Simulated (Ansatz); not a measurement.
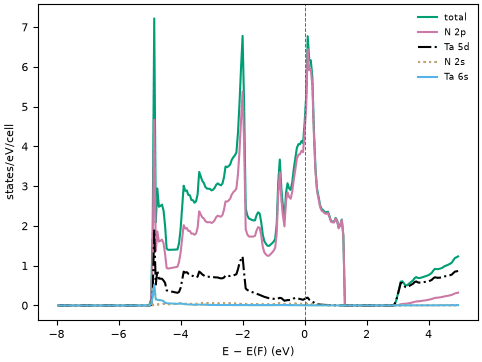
Figure. Total and projected density of states of TaN3 (ReO3 type, Pm-3m), plane-wave PAW r²SCAN (Ansatz code)

Q: Which orbitals carry the states next to the Fermi level?

A: Within 0.5 eV of the Fermi level: N 2p 95 %. Projections are on Löwdin-orthogonalised atomic valence shells; empty p or d shells of many metals are not among them.

Q: Where is the tallest occupied peak in this window, and what makes it?

A: Near -4.8 eV, about 7.2 states/eV per cell; the largest projected share is N 2p.

The start of the workflow was typed in or built on a structure type; neither database checked (COD, Materials Project) lists it. Its standing as an ambient phase is unchecked. The cell was relaxed with r²SCAN under the symmetry of its start. At this level the phase is mechanically unstable. No spin polarisation was allowed. Its formation energy is positive at this level, so the cell may be metastable or incomplete. Spin–orbit coupling is left out wherever it is not named.

Potentials: the earlier of the program's two PAW sets. The files were generated under PBE; for other functionals the program regenerates the frozen cores, and for LDA and PBEsol the local potential too.
